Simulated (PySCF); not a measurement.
# SnH3: the SCF solver's settings

Do solver options change the result for SnH3, or only the number of cycles?

Computed with PySCF 2.14.0. Level: each script names its method and basis.

3 further runs of the same task are left out: 1 for a known fault of the program, 2 that didn't finish. Runs told in other sessions of the task aren't counted.

**1. The starting structure**

SnH3: 4 atoms, charge 0, spin multiplicity 2.

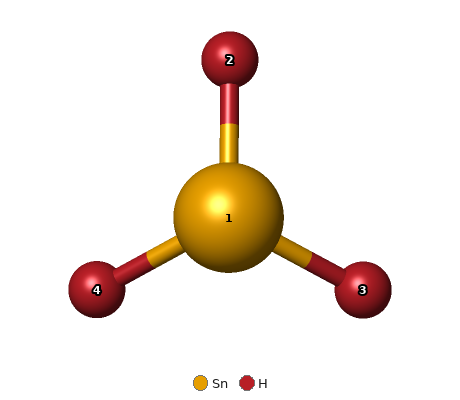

As it starts; tin amber, hydrogen red; atoms are numbered from 1 in the order of the file.

As a file:

```xyz
4
charge 0, multiplicity 2
Sn    0.0000    0.0000   -0.0139
H     1.6188    0.0000    0.5521
H    -0.8094    1.4020    0.5521
H    -0.8094   -1.4020    0.5521
```

**2. The base run**

File input.py:

```python
from pyscf import gto, dft

mol = gto.M(
    atom='Sn 0 0 -0.0139; H 1.6188 0 0.5521; H -0.8094 1.402 0.5521; H -0.8094 -1.402 0.5521',
    basis='def2-svpd',
    ecp={'Sn': 'def2-svpd'},
    charge=0,
    spin=1,
    symmetry=True,
    verbose=4,
)
mf = dft.ROKS(mol, xc='pbe0')
mf.kernel()
mf.mulliken_pop()
mf.dip_moment()
print('orbital energies (hartree):', mf.mo_energy[..., max(0, mol.nelec[1]-3):mol.nelec[0]+3].round(4))
```

Started as:

```sh
$ OMP_NUM_THREADS=1 python input.py
```

The log of this run is left out.

In short: E(SCF) = -216.032188 Eh, 9 cycles, μ = 0.28 D.

**3. Second-order solver on**

Edit 1 changes second-order solver: off → on.

input.py: that of step 2 with these lines changed.

```diff
@@ -12,2 +12,3 @@
 mf = dft.ROKS(mol, xc='pbe0')
+mf = mf.newton()
 mf.kernel()
```

Started as:

```sh
$ OMP_NUM_THREADS=1 python input.py
```

Output:

```text
PySCF version 2.14.0

[INPUT] verbose = 4
[INPUT] num. atoms = 4
[INPUT] num. electrons = 25
[INPUT] charge = 0
[INPUT] spin (= nelec alpha-beta = 2S) = 1
[INPUT] symmetry True subgroup None
[INPUT] Mole.unit = angstrom
[INPUT] Symbol           X                Y                Z      unit          X                Y                Z       unit  Magmom
[INPUT]  1 Sn     0.000000000000   0.000000000000  -0.013900000000 AA    0.000000000000   0.000000000000  -0.026267193131 Bohr   0.0
[INPUT]  2 H      1.618800000000   0.000000000000   0.552100000000 AA    3.059088650446   0.000000000000   1.043317793372 Bohr   0.0
[INPUT]  3 H     -0.809400000000   1.402000000000   0.552100000000 AA   -1.529544325223   2.649396026640   1.043317793372 Bohr   0.0
[INPUT]  4 H     -0.809400000000  -1.402000000000   0.552100000000 AA   -1.529544325223  -2.649396026640   1.043317793372 Bohr   0.0

nuclear repulsion = 20.9317455325264
point group symmetry = Cs
symmetry origin: [0.         0.         0.03427535]
symmetry axis x: [ 0.  0. -1.]
symmetry axis y: [1. 0. 0.]
symmetry axis z: [ 0.0000000e+00 -1.0000000e+00  7.4625638e-17]
num. orbitals of irrep A' = 36
num. orbitals of irrep A" = 20
number of shells = 24
number of NR pGTOs = 97
number of NR cGTOs = 56
basis = def2-svpd
ecp = {'Sn': 'def2-svpd'}
Freeze 0 electrons in irreps []
    25 free electrons in irreps A' A"

******** <class 'pyscf.soscf.newton_ah.SecondOrderSymAdaptedROKS'> ********
method = SecondOrderSymAdaptedROKS
initial guess = minao
damping factor = 0
level_shift factor = 0
DIIS = <class 'pyscf.scf.diis.CDIIS'>
diis_start_cycle = 1
diis_space = 8
diis_damp = 0
SCF conv_tol = 1e-09
SCF conv_tol_grad = None
SCF max_cycles = 50
direct_scf = True
direct_scf_tol = 1e-13
num. doubly occ = 12  num. singly occ = 1
XC library pyscf.dft.libxc version 7.0.0
    S. Lehtola, C. Steigemann, M. J.T. Oliveira, and M. A.L. Marques.,  SoftwareX 7, 1–5 (2018)
XC functionals = pbe0
    C. Adamo and V. Barone.,  J. Chem. Phys. 110, 6158 (1999)
    M. Ernzerhof and G. E. Scuseria.,  J. Chem. Phys. 110, 5029 (1999)
radial grids:
    Treutler-Ahlrichs [JCP 102, 346 (1995); DOI:10.1063/1.469408] (M4) radial grids

becke partition: Becke, JCP 88, 2547 (1988); DOI:10.1063/1.454033
pruning grids: <function nwchem_prune>
grids dens level: 3
symmetrized grids: True
atomic radii adjust function: <function treutler_atomic_radii_adjust>
small_rho_cutoff = 0
******** <class 'pyscf.dft.rks_symm.SymAdaptedROKS'> Newton solver flags ********
SCF tol = 1e-09
conv_tol_grad = None
max. SCF cycles = 50
direct_scf = True
direct_scf_tol = 1e-13
max_cycle_inner = 12
max_stepsize = 0.05
ah_start_tol = 1e+09
ah_level_shift = 0
ah_conv_tol = 1e-12
ah_lindep = 1e-14
ah_start_cycle = 1
ah_max_cycle = 40
ah_grad_trust_region = 2.5
kf_interval = 4
kf_trust_region = 5
canonicalization = True
Set conv_tol_grad to 3.16228e-05
tot grids = 51384
HOMO (A') = -0.79968608269534  LUMO (A') = -0.508234855604122
Initial guess E= -214.983102809288  |g|= 2.19965
macro= 0  E= -216.013683204622  delta_E= -1.03058  |g|= 0.223985  3 KF 17 JK
macro= 1  E= -216.032187538143  delta_E= -0.0185043  |g|= 0.000112067  4 KF 15 JK
macro= 2  E= -216.03218753822  delta_E= -7.6426e-11  |g|= 1.27714e-05  1 KF 3 JK
Canonicalize SCF orbitals
macro X = 3  E=-216.03218753822  |g|= 1.27714e-05  total 9 KF 39 JK
converged SCF energy = -216.03218753822
 ** Mulliken pop  **
pop of  0 Sn 4s           1.60133
pop of  0 Sn 5s           0.42447
pop of  0 Sn 6s           1.13221
pop of  0 Sn 7s           0.36196
pop of  0 Sn 8s           0.00615
pop of  0 Sn 4px          1.07911
pop of  0 Sn 4py          1.07911
pop of  0 Sn 4pz          1.08349
pop of  0 Sn 5px          0.92487
pop of  0 Sn 5py          0.92487
pop of  0 Sn 5pz          0.91850
pop of  0 Sn 6px          0.54819
pop of  0 Sn 6py          0.54818
pop of  0 Sn 6pz          0.41899
pop of  0 Sn 7px          0.25083
pop of  0 Sn 7py          0.25084
pop of  0 Sn 7pz          0.32647
pop of  0 Sn 4dxy         1.93941
pop of  0 Sn 4dyz         1.94132
pop of  0 Sn 4dz^2        1.94050
pop of  0 Sn 4dxz         1.94132
pop of  0 Sn 4dx2-y2      1.93941
pop of  0 Sn 5dxy         0.08584
pop of  0 Sn 5dyz         0.07342
pop of  0 Sn 5dz^2        0.06613
pop of  0 Sn 5dxz         0.07342
pop of  0 Sn 5dx2-y2      0.08584
pop of  0 Sn 6dxy         0.00439
pop of  0 Sn 6dyz         0.00273
pop of  0 Sn 6dz^2        0.00237
pop of  0 Sn 6dxz         0.00273
pop of  0 Sn 6dx2-y2      0.00439
pop of  1 H 1s            0.67553
pop of  1 H 2s            0.32083
pop of  1 H 2px           0.00663
pop of  1 H 2py           0.00080
pop of  1 H 2pz           0.00195
pop of  1 H 3px          -0.00355
pop of  1 H 3py          -0.00016
pop of  1 H 3pz           0.00369
pop of  2 H 1s            0.67551
pop of  2 H 2s            0.32087
pop of  2 H 2px           0.00226
pop of  2 H 2py           0.00518
pop of  2 H 2pz           0.00195
pop of  2 H 3px          -0.00101
pop of  2 H 3py          -0.00271
pop of  2 H 3pz           0.00369
pop of  3 H 1s            0.67551
pop of  3 H 2s            0.32087
pop of  3 H 2px           0.00226
pop of  3 H 2py           0.00518
pop of  3 H 2pz           0.00195
pop of  3 H 3px          -0.00101
pop of  3 H 3py          -0.00271
pop of  3 H 3pz           0.00369
 ** Mulliken atomic charges  **
charge of    0Sn =      0.01721
charge of    1H =     -0.00572
charge of    2H =     -0.00574
charge of    3H =     -0.00574
Dipole moment(X, Y, Z, Debye):  0.00005, -0.00000, -0.27744
orbital energies (hartree): [-0.5177 -0.3364 -0.3364 -0.1672  0.0022  0.0267  0.0267]
```

Wall time 16 s (1 thread of Arm Neoverse N1, shared host); peak memory 0.29 GiB.

Result: E(SCF) = -216.032188 Eh (no change), 3 macro-iterations, μ = 0.28 D.

**4. Convergence threshold 1e-05 hartree**

Edit 2 changes convergence threshold: default → 1e-05 hartree.

input.py: that of step 2 with these lines changed.

```diff
@@ -12,2 +12,3 @@
 mf = dft.ROKS(mol, xc='pbe0')
+mf.conv_tol = 1e-05
 mf.kernel()
```

Started as:

```sh
$ OMP_NUM_THREADS=1 python input.py
```

Output:

```text
[... 29 set-up lines left out, the same as in an earlier log ...]
******** <class 'pyscf.dft.rks_symm.SymAdaptedROKS'> ********
method = SymAdaptedROKS
[... 7 set-up lines left out, the same as in an earlier log ...]
SCF conv_tol = 1e-05
[... 21 set-up lines left out, the same as in an earlier log ...]
Set gradient conv threshold to 0.00316228
[... 1 set-up line left out, the same as in an earlier log ...]
init E= -192.818950909783
HOMO (A') = -0.79968608269534  LUMO (A') = -0.508234855604122
cycle= 1 E= -214.983102809288  delta_E= -22.2  |g|=  2.2  |ddm|= 5.16
HOMO (A') = 0.0262679380829862  LUMO (A') = 0.055546560179133
cycle= 2 E= -215.130243173937  delta_E= -0.147  |g|= 2.25  |ddm|= 4.71
HOMO (A') = -0.159144893132714  LUMO (A') = 0.00302433770183708
cycle= 3 E= -216.031446316792  delta_E= -0.901  |g|= 0.0489  |ddm|= 2.29
HOMO (A') = -0.169846673270286  LUMO (A') = 0.00109645023454341
cycle= 4 E= -216.032101815808  delta_E= -0.000655  |g|= 0.0145  |ddm|= 0.145
HOMO (A') = -0.167441780934968  LUMO (A') = 0.00210437385073892
cycle= 5 E= -216.032186173622  delta_E= -8.44e-05  |g|= 0.00128  |ddm|= 0.0242
HOMO (A') = -0.16713322394317  LUMO (A') = 0.00214015166868187
cycle= 6 E= -216.032187424156  delta_E= -1.25e-06  |g|= 0.000433  |ddm|= 0.0033
HOMO (A') = -0.16726525516366  LUMO (A') = 0.00216601241327474
Extra cycle  E= -216.032187486998  delta_E= -6.28e-08  |g|= 0.000314  |ddm|= 0.000976
converged SCF energy = -216.032187486998
 ** Mulliken pop  **
pop of  0 Sn 4s           1.60133
pop of  0 Sn 5s           0.42448
pop of  0 Sn 6s           1.13236
pop of  0 Sn 7s           0.36202
pop of  0 Sn 8s           0.00614
pop of  0 Sn 4px          1.07910
pop of  0 Sn 4py          1.07910
pop of  0 Sn 4pz          1.08349
pop of  0 Sn 5px          0.92488
pop of  0 Sn 5py          0.92488
pop of  0 Sn 5pz          0.91850
pop of  0 Sn 6px          0.54829
pop of  0 Sn 6py          0.54828
pop of  0 Sn 6pz          0.41901
pop of  0 Sn 7px          0.25087
pop of  0 Sn 7py          0.25088
pop of  0 Sn 7pz          0.32643
pop of  0 Sn 4dxy         1.93941
pop of  0 Sn 4dyz         1.94133
pop of  0 Sn 4dz^2        1.94050
pop of  0 Sn 4dxz         1.94133
pop of  0 Sn 4dx2-y2      1.93941
pop of  0 Sn 5dxy         0.08584
pop of  0 Sn 5dyz         0.07340
pop of  0 Sn 5dz^2        0.06613
pop of  0 Sn 5dxz         0.07340
pop of  0 Sn 5dx2-y2      0.08584
pop of  0 Sn 6dxy         0.00439
pop of  0 Sn 6dyz         0.00273
pop of  0 Sn 6dz^2        0.00238
pop of  0 Sn 6dxz         0.00273
pop of  0 Sn 6dx2-y2      0.00439
pop of  1 H 1s            0.67545
pop of  1 H 2s            0.32077
pop of  1 H 2px           0.00663
pop of  1 H 2py           0.00080
pop of  1 H 2pz           0.00195
pop of  1 H 3px          -0.00356
pop of  1 H 3py          -0.00016
pop of  1 H 3pz           0.00368
pop of  2 H 1s            0.67543
pop of  2 H 2s            0.32081
pop of  2 H 2px           0.00226
pop of  2 H 2py           0.00518
pop of  2 H 2pz           0.00195
pop of  2 H 3px          -0.00101
pop of  2 H 3py          -0.00271
pop of  2 H 3pz           0.00368
pop of  3 H 1s            0.67543
pop of  3 H 2s            0.32081
pop of  3 H 2px           0.00226
pop of  3 H 2py           0.00518
pop of  3 H 2pz           0.00195
pop of  3 H 3px          -0.00101
pop of  3 H 3py          -0.00271
pop of  3 H 3pz           0.00368
 ** Mulliken atomic charges  **
charge of    0Sn =      0.01674
charge of    1H =     -0.00557
charge of    2H =     -0.00559
charge of    3H =     -0.00559
Dipole moment(X, Y, Z, Debye):  0.00005, -0.00000, -0.27388
orbital energies (hartree): [-0.5177 -0.3364 -0.3364 -0.1673  0.0022  0.0267  0.0267]
```

Run time: 4.4 s. Hardware: 1 thread of Arm Neoverse N1, shared host.

Result: E(SCF) = -216.032187 Eh (no change), 6 cycles, μ = 0.27 D.

**5. Side by side**

| run | E(SCF) (hartree) | from base (eV) | cycles | SCF dipole (D) |
| --- | --- | --- | --- | --- |
| base | -216.032188 | 0 | 9 | 0.28 |
| second-order solver on | -216.032188 | 0.0000 | 3 macro | 0.28 |
| convergence threshold 1e-05 hartree | -216.032187 | 0.0000 | 6 | 0.27 |

Wall time on 1 thread of Arm Neoverse N1, shared host, start-up included: base 5.7 s; second-order solver on 16 s; convergence threshold 1e-05 hartree 4.4 s.

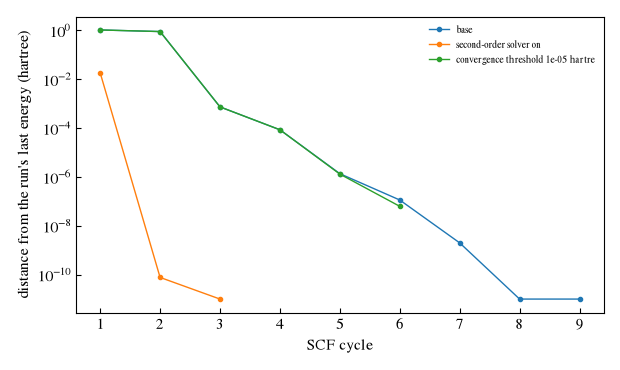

Convergence of the SCF energy, run by run.

**Reading.** No change of the SCF energy comes from second-order solver on or convergence threshold 1e-05 hartree.
